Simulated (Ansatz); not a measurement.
## Electronic structure of C₂H₃Si (doublet) in real space

Input file:

```
crystal:
  periodic: [false, false, false]
  atoms:
    - { symbol: C, position_ang: [-1.78854, -1.10074, -0.40451] }
    - { symbol: Si, position_ang: [-0.33879, -0.20782, -0.06089] }
    - { symbol: C, position_ang: [1.06543, 0.69853, 0.50973] }
    - { symbol: H, position_ang: [-1.97882, -1.39123, -1.43907] }
    - { symbol: H, position_ang: [1.84043, 1.04729, -0.15604] }
    - { symbol: H, position_ang: [0.62312, 0.16876, -1.06414] }
magnetization:
  spin_polarized: true
  initial_magnetization: 1
basis:
  gaussian: { orbitals: def2-SVP }
hamiltonian:
  xc: lda
relax:
  f_tol: 0.02
  max_steps: 50
output:
  orbitals: {}
```

Launched as:

```sh
ansatz run input.yaml --threads 1 --pin off --max-ram 2048MiB --backend cpu --events-out ev --progress --plain --runs-dir out
```

The fields are those of the relaxed geometry.

Level of theory: UKS LDA/def2-SVP (Ansatz 0.2.0).

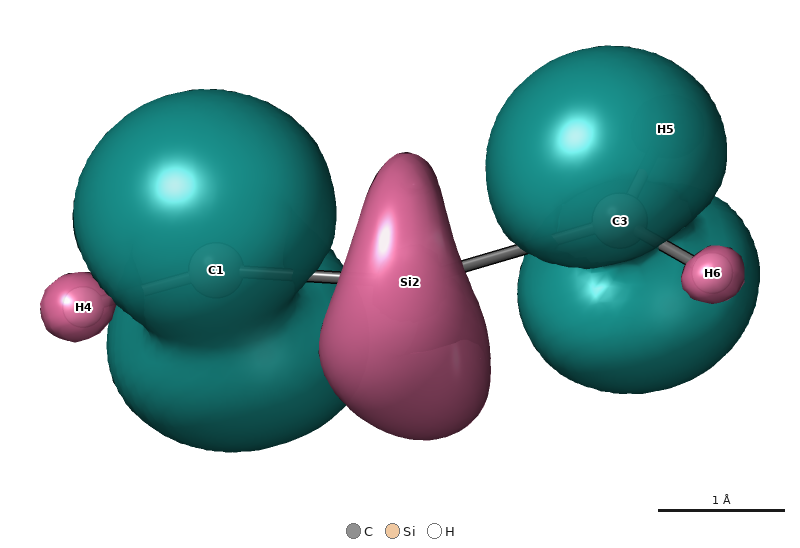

Figure 1. Isosurfaces of the spin density (α minus β) at +0.015 (teal) and −0.015 e/Å³ (pink), seen at an oblique angle.

Where is the unpaired spin?

The unpaired spin (1 electron) lies mostly on C1 (about 0.6) and C3 (about 0.4), in electrons by Hirshfeld's partition.

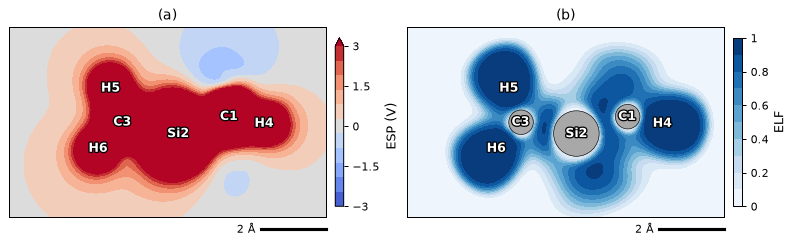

Figure 2. (a) molecular electrostatic potential; (b) electron localisation function on the molecular plane. Grey discs cover the atomic cores in the ELF map.

What does the map show?

- Atoms in the plane: C, Si and H.
- C–Si (1.66 Å): the ELF peaks at about 0.85 between the atoms: a covalent bond.
- C–H (1.10 Å): the ELF climbs to about 1 towards the hydrogen, as it does in any bond to H: a covalent bond by its length.
- C–Si (1.74 Å): the ELF peaks at about 0.90 between the atoms; a covalent bond.
- The ELF also peaks beside Si2, away from the bonds: non-bonding electrons, paired or unpaired.
- Outside the dense part of the molecule the potential is most negative (−1.1 V) near C1.

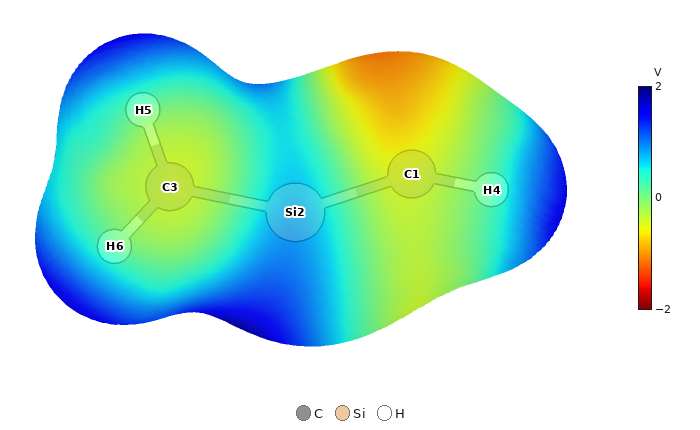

Figure 3. The electrostatic potential painted on the density surface at 0.004 e/bohr³, seen across its widest extent; red is negative and blue positive.

Which sites attract a positive test charge, and which a negative one?

A positive charge is drawn to the negative regions and a negative charge to the positive ones. The most negative region (about −1.1 V) lies over C1, the most positive (about +1.8 V) over Si2.

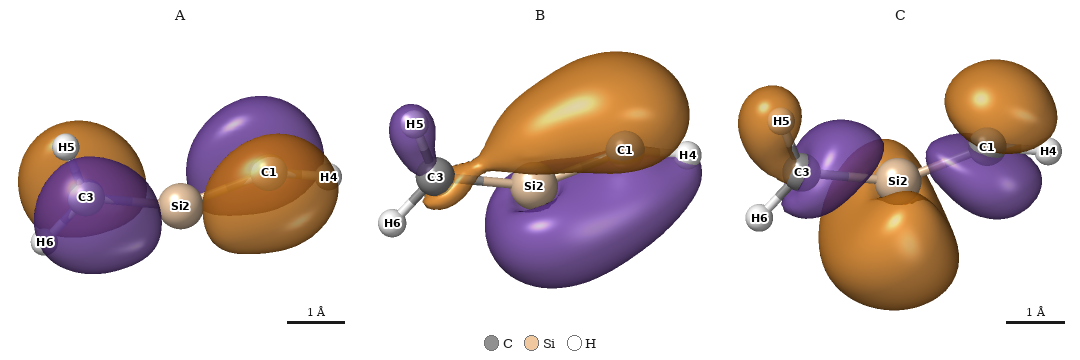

Figure 4. Three frontier orbitals at ±0.1 Å⁻³ᐟ² (orange and purple are the two phases), in no order.

Order the three orbitals by energy and name them. All are α orbitals.

B is the HOMO−1 (α) (−6.18 eV). By Hirshfeld shares it lies mainly on C1 (about 55 %) and Si2 (about 40 %); it is symmetric in the molecular plane (an in-plane orbital: σ, lone-pair or in-plane π type). A is the HOMO (α) (−5.44 eV). It lies mainly on C1 (about 40 %) and C3 (about 35 %); it changes sign across the molecular plane (π type); π-bonding across C1–Si2; π-antibonding (a node) across Si2–C3. C is the LUMO (α) (−3.01 eV). It lies mainly on Si2 (about 55 %), C1 (about 30 %) and C3 (about 10 %); it is symmetric in the molecular plane (an in-plane orbital: σ, lone-pair or in-plane π type).

What is the gap between the highest occupied and lowest empty α orbitals?

2.43 eV between the orbital energies.
